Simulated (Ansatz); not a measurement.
Electronic density of states of amorphous Zr$_{20}$O$_{42}$Ge, density 5.24 g/cm³, on a 2×2×2 Γ-centred mesh with a Gaussian width of 0.1 eV; energies count from the Fermi level, whose place inside the gap is arbitrary. Cell and mesh are small, so fine structure isn't converged. Method: PBE, scalar-relativistic without spin-orbit coupling (plane waves to 420 eV, PAW; Ansatz, a program for electronic structure). Sampling: a 2×2×2 Γ-centred mesh; Fermi-Dirac width 0.02 eV; no spin polarisation. At PBE the levels at the filled edge of the gap are localised (band-tail or defect states).

A CHGNet melt-quench gave the starting glass, which DFT then relaxed. O atoms were pushed apart under 1.9 Å during the dynamics, to hinder bonds among them. The hot cell started wider than the set density and was brought back towards it in steps. It is the lowest in DFT energy of 2 quenches. It is a model cell: composition and starting density were chosen by hand, and all elements were melted together. No dispersion term was used. Its density started from a set value of 5.24 and ended at 5.24 g/cm³. Cooling (nominally 450 K/ps over its main leg) ran many orders faster than in experiment, which tends to leave more defects and strain. One small periodic cell is one sample of the glass; other quenches scatter about these values. The volume was held where the preparation left it and the shape relaxed, at a PBE pressure of 2.7 GPa. Stress components on the final sampling reach 3.2 GPa. Cycles of charging lowered its energy after that relaxation.

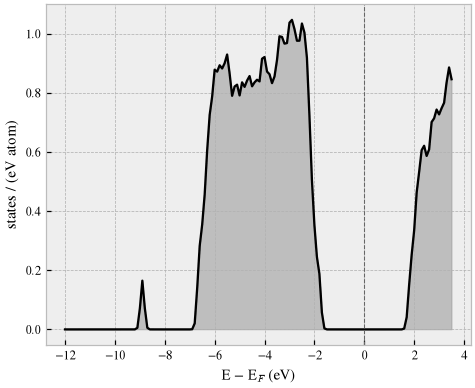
Density of states per atom

The level gap on this mesh is 3.58 eV; the broadening fills part of it in the curve.
